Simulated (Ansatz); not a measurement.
## Electronic structure of H₇InOSi in real space

The calculation's input:

```
crystal:
  periodic: [false, false, false]
  atoms:
    - {symbol: In, position_ang: [1.206821, -1.222926, 1.000806]}
    - {symbol: O, position_ang: [0.347469, 0.264135, -0.686801]}
    - {symbol: Si, position_ang: [-1.242445, 0.867857, -0.651615]}
    - {symbol: H, position_ang: [-2.106026, -0.315615, -0.422619]}
    - {symbol: H, position_ang: [-1.523852, 1.502853, -1.971585]}
    - {symbol: H, position_ang: [-1.395235, 1.876592, 0.433093]}
    - {symbol: H, position_ang: [1.039592, 0.847527, -1.018909]}
    - {symbol: H, position_ang: [1.160042, -2.710033, 0.108686]}
    - {symbol: H, position_ang: [-0.102048, -0.830010, 2.084327]}
    - {symbol: H, position_ang: [2.698682, -0.331581, 1.127718]}
basis:
  gaussian: {orbitals: def2-TZVPD}
output: {forces: true, orbitals: {seedname: orbitals}}
hamiltonian: {xc: pbe0}
```

Launched as:

```sh
ansatz run input.yaml --threads 2 --pin off --max-ram 5220MiB --events-out events.jsonl --progress --plain --runs-dir runs
```

Geometry: PBE0-D4/def2-SVP; core potentials replace the inner electrons of In.

Method: Ansatz 0.2.0, isolated molecule in a Gaussian basis; Kohn-Sham density functional theory, functional PBE0.

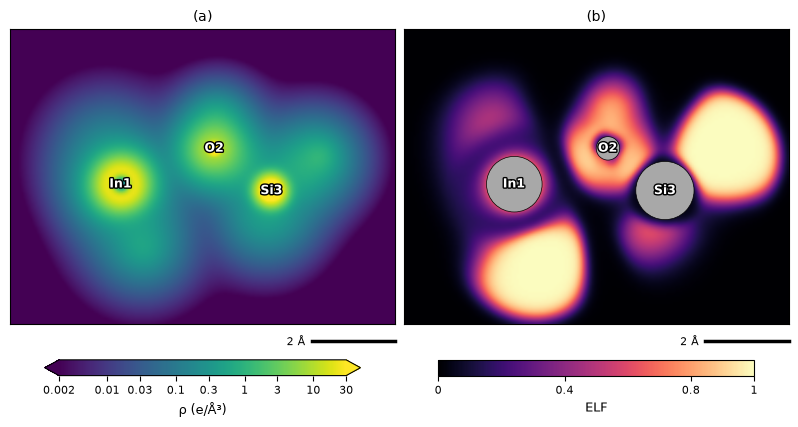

Figure 1. (a) electron density; (b) electron localisation function on the plane of atoms In1, O2 and Si3. Grey discs cover the atomic cores in the ELF map.

**What does the map show?**

The plane passes through In, O and Si nuclei.
Si–O (1.70 Å): ρ is about 1 e/Å³ halfway; the ELF peaks at about 0.90 between the atoms, as expected for a shared but strongly polarised pair.
In–O (2.41 Å): ρ at the midpoint is about 0.27 e/Å³; the ELF is about 0.10 at the midpoint.

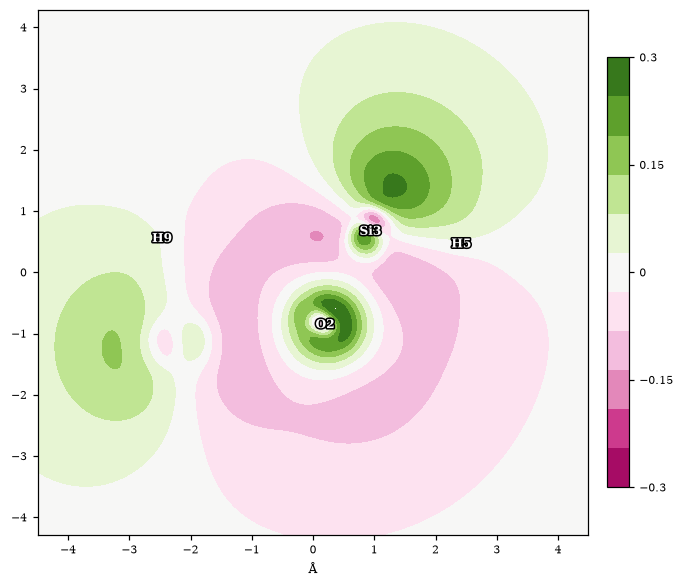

Figure 2. The LUMO on the plane of atoms O2, Si3 and H5 (values in Å⁻³ᐟ²; the overall sign is arbitrary).

**Where does this orbital lie, and at what energy?**

Its weight (Hirshfeld) is mainly on Si3 (about 30 %), In1 (about 30 %), H7 (about 15 %) and O2 (about 10 %). Its energy is −1.24 eV.

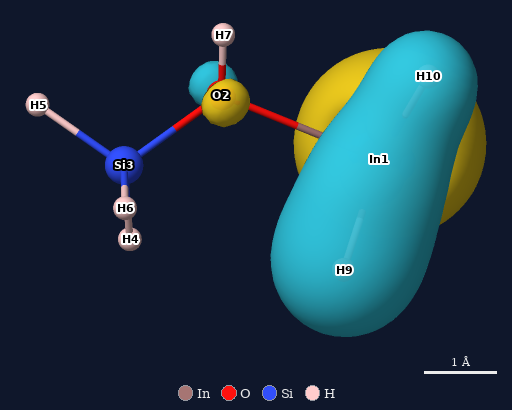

Figure 3. The HOMO at ±0.1 Å⁻³ᐟ² (yellow and cyan are the two phases), seen at a tilt.

**Describe this orbital and give its energy.**

By Hirshfeld shares it lies mainly on In1 (about 40 %), H8 (about 35 %), H9 (about 15 %) and H10 (about 5 %). Its energy is −7.52 eV.
